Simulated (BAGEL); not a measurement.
# CH3NOSi (SMILES O=C=N[SiH3]) at RI-MP2/def2-SVPD (density fitting with qzvpp-jkfit)

What is the energy change on altering one bond length of CH3NOSi at RI-MP2/def2-SVPD (density fitting with qzvpp-jkfit)? 

Program for the calculation: BAGEL 1.2.2.

5 further runs of the same task are left out: 4 that didn't finish, 1 set aside as unsound or not needed. Runs told in other sessions of the task aren't counted.

## 1. The structure to begin with

CH3NOSi has 7 atoms, charge 0, and is taken as a singlet. SMILES: `O=C=N[SiH3]`. Geometry: relaxed at PBE0-D4/def2-TZVP.

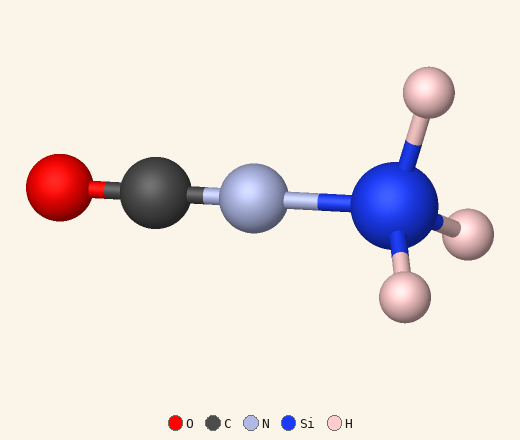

Viewed from a chosen angle; oxygen red, carbon dark grey, nitrogen light blue, silicon blue, hydrogen pink.

## 2. A single-point energy at RI-MP2/def2-SVPD (density fitting with qzvpp-jkfit)

File mp2.json:

```json
{ "bagel": [

{
  "title": "molecule",
  "basis": "def2-svpd.json",
  "df_basis": "qzvpp-jkfit",
  "angstrom": "true",
  "geometry": [
    { "atom": "O", "xyz": [       1.158900,      -2.416100,       1.429200 ] },
    { "atom": "C", "xyz": [       0.716600,      -1.490800,       0.876400 ] },
    { "atom": "N", "xyz": [       0.264700,      -0.545500,       0.311400 ] },
    { "atom": "Si", "xyz": [      -0.383100,       0.810100,      -0.495400 ] },
    { "atom": "H", "xyz": [       0.728400,       1.598400,      -1.077200 ] },
    { "atom": "H", "xyz": [      -1.134700,       1.634700,       0.479400 ] },
    { "atom": "H", "xyz": [      -1.289500,       0.341100,      -1.569500 ] }
  ]
},

{
  "title": "hf"
},

{
  "title": "mp2",
  "ncore": 8
}

]}
```

The basis set def2-SVPD is read from a file made from the Basis Set Exchange's data (not shown).

The run is started by

```console
$ BAGEL_NUM_THREADS=1 BAGEL mp2.json > mp2.out
```

Log:

```text
* using 1 threads per process

  ===============================================================
  ===============================================================

  *** Geometry ***

  { "atom" : "O", "xyz" : [      2.190004,     -4.565767,      2.700797 ] },
  { "atom" : "C", "xyz" : [      1.354178,     -2.817204,      1.656156 ] },
  { "atom" : "N", "xyz" : [      0.500211,     -1.030846,      0.588461 ] },
  { "atom" : "Si", "xyz" : [     -0.723954,      1.530867,     -0.936170 ] },
  { "atom" : "H", "xyz" : [      1.376477,      3.020538,     -2.035613 ] },
  { "atom" : "H", "xyz" : [     -2.144272,      3.089135,      0.905935 ] },
  { "atom" : "H", "xyz" : [     -2.436802,      0.644586,     -2.965925 ] },

  Number of auxiliary basis functions:      411

  Since a DF basis is specified, we compute 2- and 3-index integrals:
    o Being stored without compression. Storage requirement is 0.041 GB

  Number of basis functions:      111
  Number of electrons      :       38

    * METHOD: MOLECULE                             0.15

  *** RHF ***

  === Nuclear Repulsion ===
   138.6223918367

      * DIIS with orbital gradients will be used.

  === RHF iteration (def2-svpd.json) ===
      0       -457.50825975          0.01536418           0.05
      1       -457.62111135          0.01148033           0.05
      2       -457.68944275          0.00179111           0.06
      3       -457.69114012          0.00090315           0.05
      4       -457.69162845          0.00016878           0.05
      5       -457.69164505          0.00003904           0.05
      6       -457.69164635          0.00001049           0.05
      7       -457.69164649          0.00000281           0.06
      8       -457.69164650          0.00000140           0.06
      9       -457.69164650          0.00000050           0.05
     10       -457.69164650          0.00000020           0.06
     11       -457.69164650          0.00000006           0.06
     12       -457.69164650          0.00000002           0.06
     13       -457.69164650          0.00000001           0.05
    * SCF iteration converged.

    * Permanent dipole moment:
           (    0.356278,    -0.745327,     0.444160) a.u.

    * METHOD: HF                                   0.89

  *** RHF ***

  === Nuclear Repulsion ===
   138.6223918367

      * DIIS with orbital gradients will be used.

  === RHF iteration (def2-svpd.json) ===
      0       -457.69164650          0.00000000           0.05
    * SCF iteration converged.

    * Permanent dipole moment:
           (    0.356278,    -0.745327,     0.444160) a.u.

  === DF-MP2 calculation ===

    * freezing 8 orbitals
    * 3-index integral transformation done
    * assembly done

      MP2 correlation energy:   -0.5812843751      0.05

      MP2 total energy:       -458.2729308763

    * METHOD: MP2                                  0.16

  ===============================================================
```

Run time: 1.4 s. Hardware: 1 thread of Arm Neoverse V2, shared host; peak memory 0.12 GiB.

## 3. The distorted shape

File input.json:

```json
{ "bagel" : [

{
  "title" : "molecule",
  "basis" : "def2-svpd.json",
  "df_basis" : "qzvpp-jkfit",
  "angstrom" : true,
  "geometry" : [
    { "atom" : "O", "xyz" : [    1.689674,   -3.526490,    2.092578 ] },
    { "atom" : "C", "xyz" : [    0.716600,   -1.490800,    0.876400 ] },
    { "atom" : "N", "xyz" : [    0.264700,   -0.545500,    0.311400 ] },
    { "atom" : "Si", "xyz" : [   -0.383100,    0.810100,   -0.495400 ] },
    { "atom" : "H", "xyz" : [    0.728400,    1.598400,   -1.077200 ] },
    { "atom" : "H", "xyz" : [   -1.134700,    1.634700,    0.479400 ] },
    { "atom" : "H", "xyz" : [   -1.289500,    0.341100,   -1.569500 ] }
  ]
},
{
  "title" : "hf"
},
{
  "title" : "mp2",
  "ncore" : 8
}

]}
```

The basis set def2-SVPD is read from a file made from the Basis Set Exchange's data (not shown).

The run is started by

```console
$ BAGEL_NUM_THREADS=1 BAGEL input.json > input.out
```

Log:

```text
* using 1 threads per process

  ===============================================================
  ===============================================================

  *** Geometry ***

  { "atom" : "O", "xyz" : [      3.193021,     -6.664100,      3.954399 ] },
  { "atom" : "C", "xyz" : [      1.354178,     -2.817204,      1.656156 ] },
  { "atom" : "N", "xyz" : [      0.500211,     -1.030846,      0.588461 ] },
  { "atom" : "Si", "xyz" : [     -0.723954,      1.530867,     -0.936170 ] },
  { "atom" : "H", "xyz" : [      1.376477,      3.020538,     -2.035613 ] },
  { "atom" : "H", "xyz" : [     -2.144272,      3.089135,      0.905935 ] },
  { "atom" : "H", "xyz" : [     -2.436802,      0.644586,     -2.965925 ] },

  Number of auxiliary basis functions:      411

  Since a DF basis is specified, we compute 2- and 3-index integrals:
    o Being stored without compression. Storage requirement is 0.041 GB

  Number of basis functions:      111
  Number of electrons      :       38

    * METHOD: MOLECULE                             0.14

  *** RHF ***

  === Nuclear Repulsion ===
   117.7150645902

      * DIIS with orbital gradients will be used.

  === RHF iteration (def2-svpd.json) ===
      0       -456.42074838          0.02957929           0.05
      1       -449.60908950          0.05477054           0.05
      2       -456.46800878          0.02951340           0.05
      3       -456.39987488          0.02964181           0.05
      4       -456.39958912          0.02954786           0.05
      5       -456.43118474          0.02914102           0.05
      6       -456.34820305          0.03135703           0.05
      7       -449.93115839          0.06521302           0.05
      8       -456.83024021          0.02341734           0.05
      9       -457.01703281          0.02050198           0.05
     10       -457.25397885          0.01384469           0.05
     11       -457.39759736          0.00629762           0.05
     12       -457.43379476          0.00218797           0.05
     13       -457.43772057          0.00038978           0.05
     14       -457.43788792          0.00005315           0.05
     15       -457.43789092          0.00001594           0.05
     16       -457.43789118          0.00000458           0.05
     17       -457.43789121          0.00000116           0.05
     18       -457.43789122          0.00000046           0.05
     19       -457.43789122          0.00000026           0.05
     20       -457.43789122          0.00000022           0.06
     21       -457.43789122          0.00000021           0.05
     22       -457.43789122          0.00000020           0.05
     23       -457.43789122          0.00000014           0.05
     24       -457.43789122          0.00000004           0.05
     25       -457.43789122          0.00000001           0.05
     26       -457.43789122          0.00000001           0.05
    * SCF iteration converged.

    * Permanent dipole moment:
           (    0.485322,    -1.015287,     0.605282) a.u.

    * METHOD: HF                                   1.55

  *** RHF ***

  === Nuclear Repulsion ===
   117.7150645902

      * DIIS with orbital gradients will be used.

  === RHF iteration (def2-svpd.json) ===
      0       -457.43789122          0.00000001           0.05
    * SCF iteration converged.

    * Permanent dipole moment:
           (    0.485322,    -1.015287,     0.605282) a.u.

  === DF-MP2 calculation ===

    * freezing 8 orbitals
    * 3-index integral transformation done
    * assembly done

      MP2 correlation energy:   -0.5150432298      0.04

      MP2 total energy:       -457.9529344519

    * METHOD: MP2                                  0.16

  ===============================================================
```

Wall time 2 s (1 thread of Arm Neoverse V2, shared host); peak memory 0.12 GiB.

## 4. Outcome

At RI-MP2/def2-SVPD (density fitting with qzvpp-jkfit), 8 core orbitals frozen:

| quantity | value |
| --- | --- |
| first shape: total energy | -458.27293 Eh |
| first shape: correlation energy (8 core orbitals frozen) | -581.3 mEh |
| distorted shape: total energy | -457.95293 Eh |
| distorted shape: correlation energy (8 core orbitals frozen) | -515.0 mEh |
| energy change with the O1–C2 bond stretched from 1.165 to 2.563 Å | 8.708 eV |

In words: One bond (distorted shape) is far stretched, which a spin-restricted single reference describes badly; perturbation theory on it can break down and give far too much correlation. With the O1–C2 bond stretched from 1.165 to 2.563 Å the energy rises by 8.71 eV (201 kcal/mol). The first shape isn't relaxed at this level, so the change isn't measured from a minimum. A restricted reference can't describe the breaking bond well at this length.
